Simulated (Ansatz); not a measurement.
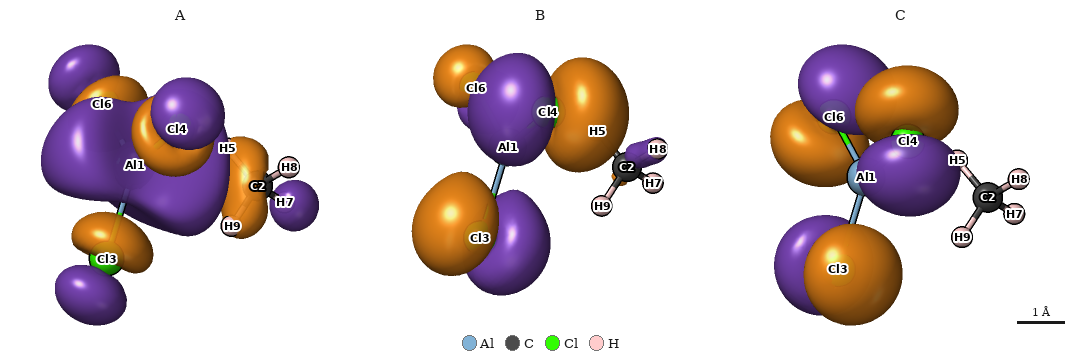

Figure 1: AlCl3···CH4. Three frontier orbitals at ±0.08 Å⁻³ᐟ² (orange and purple are the two phases), in no order.

Level of theory: RKS B3LYP-D4/def2-SVP (Ansatz 0.2.0).

```yaml
atoms:
  - { symbol: Al, position_ang: [-0.8866, 1.2311, -0.4213] }
  - { symbol: C, position_ang: [0.7522, -1.0493, 0.3620] }
  - { symbol: Cl, position_ang: [-1.5955, 0.3932, -2.2055] }
  - { symbol: Cl, position_ang: [-1.9936, 1.0067, 1.3384] }
  - { symbol: H, position_ang: [1.1370, -0.0162, 0.3936] }
  - { symbol: Cl, position_ang: [0.6630, 2.6391, -0.4977] }
  - { symbol: H, position_ang: [1.5996, -1.7000, 0.1038] }
  - { symbol: H, position_ang: [0.3403, -1.3187, 1.3423] }
  - { symbol: H, position_ang: [-0.0163, -1.1860, -0.4155] }
```

Question: Which picture is the HOMO−1, the HOMO and the LUMO?

Answer: B is the HOMO−1 (−9.12 eV). Its weight (Hirshfeld) is mainly on Cl4 (about 60 %) and Cl3 (about 30 %). C is the HOMO (−8.70 eV). It lies mainly on Cl4 (about 35 %), Cl3 (about 30 %) and Cl6 (about 30 %); largely a combination of lone pairs on Cl4, Cl3 and Cl6. A is the LUMO (−0.92 eV). By Hirshfeld shares it lies mainly on Al1 (about 40 %), Cl6 (about 15 %), Cl3 (about 15 %), Cl4 (about 15 %) and C2 (about 5 %).

Question: What is the HOMO–LUMO gap?

Answer: 7.78 eV between the orbital energies.
